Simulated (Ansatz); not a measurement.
# SiO₂ (singlet): RPA-PBE over vertical spin and charge gaps and displaced geometries, cc-pVDZ

How well do these functionals follow the top wave-function level for SiO₂ (singlet) over vertical spin and charge gaps and displaced geometries?

Computed with Ansatz 0.2.0, Gaussian basis. Level: cc-pVDZ, all electrons in the functionals, frozen cores in the correlation of double hybrids and RPA.

Plan: RPA-PBE, at charge 0, singlet; charge 0, triplet; charge 1, doublet; displaced geometry v1; displaced geometry v2.

29 further runs of the same task are left out: 11 for a known fault of the program, 9 that didn't finish, 9 set aside as unsound or not needed.

## Step 1: What is computed

The geometry is a PBE0/def2-TZVP stationary point (not a proven minimum).

3 atoms, charge 0, spin multiplicity 1.

Atoms are counted from 1 here; the program's logs count them from 0.

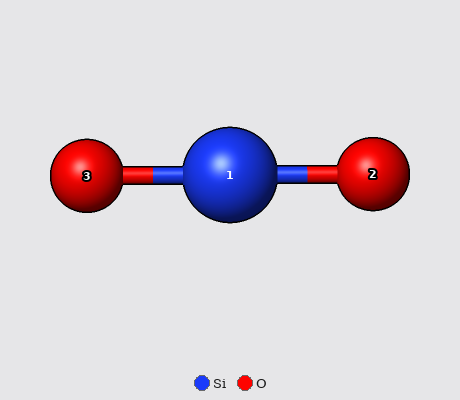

The geometry (silicon blue, oxygen red); atoms are numbered from 1 in the order of the file.

No dispersion term is added.

The geometry shown and the zero of energy belong to the point charge 0, singlet. The yardstick, RCCSD(T), and other wave-function levels (R restricted, U unrestricted, valence and pair active spaces) come from earlier runs.

## Step 2: RPA-PBE, charge 0, singlet

Input file in.yaml:

```yaml
crystal:
  periodic: [false, false, false]
  atoms:
    - {symbol: Si, position_ang: [0.000000, 0.000000, 0.000000]}
    - {symbol: O, position_ang: [0.000000, 0.000000, -1.506000]}
    - {symbol: O, position_ang: [0.000000, 0.000000, 1.506000]}
basis:
  gaussian: {orbitals: cc-pVDZ}
hamiltonian: {xc: {name: PBE}}
correlation: {method: rpa, electrons: outside_noble_gas}
```

On the command line:

```console
ansatz run in.yaml --threads 1 --pin off --events-out ev --progress --plain --max-ram 2393MiB
```

Standard output:

```text
Functional definition: PBE
  name "PBE"
  cite "Perdew, Burke & Ernzerhof, Phys. Rev. Lett. 77, 3865 (1996) doi:10.1103/PhysRevLett.77.3865"
  parent pbe
  parameter kappa = 0.804
  parameter beta = 0.06672455060314922
  exchange = pbe_x(kappa = kappa, mu = beta*pi^2/3)
  correlation = pbe_c(beta = beta)
443 factors; integrals over basis functions are off by at most 3.9e-4 eV
mean field evaluation 1: about -11948.5469 eV, gradient 8.7e1 eV
mean field evaluation 2: about -11948.5437 eV, gradient 8.7e1 eV
mean field evaluation 4: about -11962.3538 eV, gradient 1.6e1 eV
mean field evaluation 8: about -11963.1292 eV, gradient 3.5e-1 eV
mean field evaluation 16: about -11963.1295 eV, gradient 3.9e-7 eV
mean field evaluation 32: about -11949.9001 eV, gradient 4.1e1 eV
mean field -11963.12946504 eV, -439.6368989398 hartree, gradient 2.9e-7 eV, S^2 0.000000; 2 other end points of the search recorded, 0 dependent functions left out
7 core orbitals not correlated: weight in the atoms' cores, before any rotation towards them, 1.000 or more for the frozen orbitals, at most 0.000 for the correlated occupied ones
reference -11934.52856094 eV, -438.5858351005 hartree; 8, 8 occupied and 31, 31 virtual orbitals, 443 factors
Total energy: -11953.35105746 eV, -439.2775490893 hartree
```

Run time: 1.1 s. Hardware: 1 thread of Arm Neoverse V2, shared host.

## Step 3: RPA-PBE, charge 0, triplet

Changes to in.yaml since step 2:

```diff
@@ -8,2 +8,3 @@
   gaussian: {orbitals: cc-pVDZ}
+magnetization: {spin_polarized: true, initial_magnetization: 2}
 hamiltonian: {xc: {name: PBE}}
```

Launched as before.

Standard output (excerpt; [...] marks lines left out):

```text
Functional definition: PBE
  name "PBE"
  cite "Perdew, Burke & Ernzerhof, Phys. Rev. Lett. 77, 3865 (1996) doi:10.1103/PhysRevLett.77.3865"
  parent pbe
[...]
443 factors; integrals over basis functions are off by at most 3.9e-4 eV
[...]
mean field -11959.26428290 eV, -439.4948561161 hartree, gradient 1.4e-6 eV, S^2 2.004389; 7 other end points of the search recorded, 0 dependent functions left out
7 core orbitals not correlated: weight in the atoms' cores, before any rotation towards them, 1.000 or more for the frozen orbitals, at most 0.000 for the correlated occupied ones
reference -11930.43674828 eV, -438.4354637588 hartree; 9, 7 occupied and 30, 32 virtual orbitals, 443 factors
Total energy: -11949.64629672 eV, -439.1414016432 hartree
```

Run time: 3.8 s. Hardware: 1 thread of Arm Neoverse V2, shared host.

From the report: ⟨S²⟩ of the determinant 2.004 (pure triplet: 2.00).

From charge 0, singlet: +357.5 kJ/mol.

## Step 4: RPA-PBE, charge 1, doublet

Changes to in.yaml since step 3:

```diff
@@ -8,3 +8,4 @@
   gaussian: {orbitals: cc-pVDZ}
-magnetization: {spin_polarized: true, initial_magnetization: 2}
+total_charge: 1
+magnetization: {spin_polarized: true, initial_magnetization: 1}
 hamiltonian: {xc: {name: PBE}}
```

Launched as before.

Standard output (excerpt; [...] marks lines left out):

```text
Functional definition: PBE
  name "PBE"
  cite "Perdew, Burke & Ernzerhof, Phys. Rev. Lett. 77, 3865 (1996) doi:10.1103/PhysRevLett.77.3865"
  parent pbe
[...]
439 factors; integrals over basis functions are off by at most 3.9e-4 eV
[...]
mean field -11951.03589717 eV, -439.1924685180 hartree, gradient 5.1e-7 eV, S^2 0.763721; 5 other end points of the search recorded, 0 dependent functions left out
7 core orbitals not correlated: weight in the atoms' cores, before any rotation towards them, 1.000 or more for the frozen orbitals, at most 0.000 for the correlated occupied ones
reference -11922.61535850 eV, -438.1480329860 hartree; 8, 7 occupied and 31, 32 virtual orbitals, 439 factors
Total energy: -11941.59299752 eV, -438.8454483566 hartree
```

Wall time 3.3 s (1 thread of Arm Neoverse V2, shared host).

From the report: ⟨S²⟩ of the determinant 0.764 (pure doublet: 0.75).

From charge 0, singlet: +1134.5 kJ/mol.

## Step 5: RPA-PBE, displaced geometry v1

Input file in.yaml:

```yaml
crystal:
  periodic: [false, false, false]
  atoms:
    - {symbol: Si, position_ang: [-0.015433, -0.009008, 0.021640]}
    - {symbol: O, position_ang: [-0.016266, -0.025151, -1.495513]}
    - {symbol: O, position_ang: [0.031698, 0.034159, 1.473873]}
basis:
  gaussian: {orbitals: cc-pVDZ}
hamiltonian: {xc: {name: PBE}}
correlation: {method: rpa, electrons: outside_noble_gas}
```

Same command.

Standard output (excerpt; [...] marks lines left out):

```text
Functional definition: PBE
  name "PBE"
  cite "Perdew, Burke & Ernzerhof, Phys. Rev. Lett. 77, 3865 (1996) doi:10.1103/PhysRevLett.77.3865"
  parent pbe
[...]
443 factors; integrals over basis functions are off by at most 4.2e-4 eV
[...]
mean field -11962.90528081 eV, -439.6286603213 hartree, gradient 6.5e-7 eV, S^2 0.000000; 0 other end points of the search recorded, 0 dependent functions left out
7 core orbitals not correlated: weight in the atoms' cores, before any rotation towards them, 1.000 or more for the frozen orbitals, at most 0.000 for the correlated occupied ones
reference -11934.46323043 eV, -438.5834342487 hartree; 8, 8 occupied and 31, 31 virtual orbitals, 443 factors
Total energy: -11953.11847800 eV, -439.2690019516 hartree
```

Wall time 0.87 s (1 thread of Arm Neoverse V2, shared host).

From charge 0, singlet: +22.4 kJ/mol.

## Step 6: RPA-PBE, displaced geometry v2

Input file in.yaml:

```yaml
crystal:
  periodic: [false, false, false]
  atoms:
    - {symbol: Si, position_ang: [0.084376, 0.005225, -0.005002]}
    - {symbol: O, position_ang: [-0.080498, 0.013599, -1.499409]}
    - {symbol: O, position_ang: [-0.003878, -0.018825, 1.504411]}
basis:
  gaussian: {orbitals: cc-pVDZ}
hamiltonian: {xc: {name: PBE}}
correlation: {method: rpa, electrons: outside_noble_gas}
```

Same command.

Standard output (excerpt; [...] marks lines left out):

```text
Functional definition: PBE
  name "PBE"
  cite "Perdew, Burke & Ernzerhof, Phys. Rev. Lett. 77, 3865 (1996) doi:10.1103/PhysRevLett.77.3865"
  parent pbe
[...]
443 factors; integrals over basis functions are off by at most 3.9e-4 eV
[...]
mean field -11963.10162829 eV, -439.6358759580 hartree, gradient 1.1e-6 eV, S^2 0.000000; 2 other end points of the search recorded, 0 dependent functions left out
7 core orbitals not correlated: weight in the atoms' cores, before any rotation towards them, 1.000 or more for the frozen orbitals, at most 0.000 for the correlated occupied ones
reference -11934.47425016 eV, -438.5838392164 hartree; 8, 8 occupied and 31, 31 virtual orbitals, 443 factors
Total energy: -11953.32737492 eV, -439.2766787719 hartree
```

Run time: 1.1 s. Hardware: 1 thread of Arm Neoverse V2, shared host.

From charge 0, singlet: +2.3 kJ/mol.

## Step 7: Against the wave-function levels

No level is safe as a reference over these points; RCCSD(T) serves as a yardstick only. It comes from earlier runs at the same points. Energies in kJ/mol, counted from charge 0, singlet; blanks weren't run or aren't comparable.

```tsv
level	singlet to triplet	ionisation to the doublet cation	displacement v1	displacement v2
RCCSD(T)	413.2	1170.9	19.9	3.0
RPA-PBE	357.5	1134.5	22.4	2.3
```

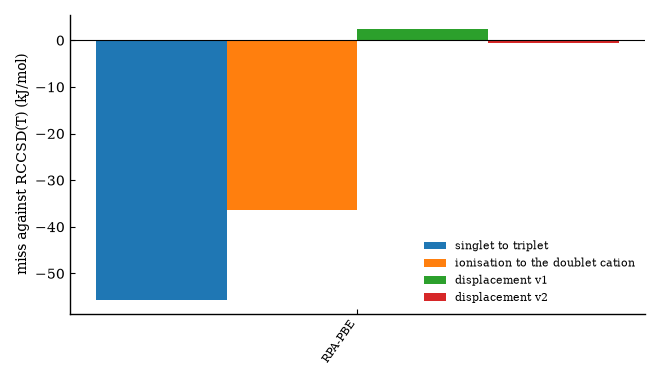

Misses of the gaps against RCCSD(T).

Largest miss and mean time a point (RCCSD(T) took 3.7 s a point; shared hosts):

```tsv
level	largest miss (kJ/mol)	where	time a point
RPA-PBE	-55.7	singlet to triplet	2 s
```

## Step 8: Summary of results

| quantity | value |
| --- | --- |
| singlet to triplet, RCCSD(T) | 413.2 kJ/mol |
| ionisation to the doublet cation, RCCSD(T) | 1170.9 kJ/mol |
| displacement v1, RCCSD(T) | 19.9 kJ/mol |
| displacement v2, RCCSD(T) | 3.0 kJ/mol |
| largest miss, RPA-PBE | -55.7 kJ/mol (singlet to triplet) |

RPA-PBE strays by up to 55.7 kJ/mol, at singlet to triplet. Functionals and the yardstick converge differently with the basis, so part of each miss in cc-pVDZ is the basis. The yardstick itself may be off where one determinant is a poor start. The program flags that the yardstick's amplitudes may have other solutions at some points.
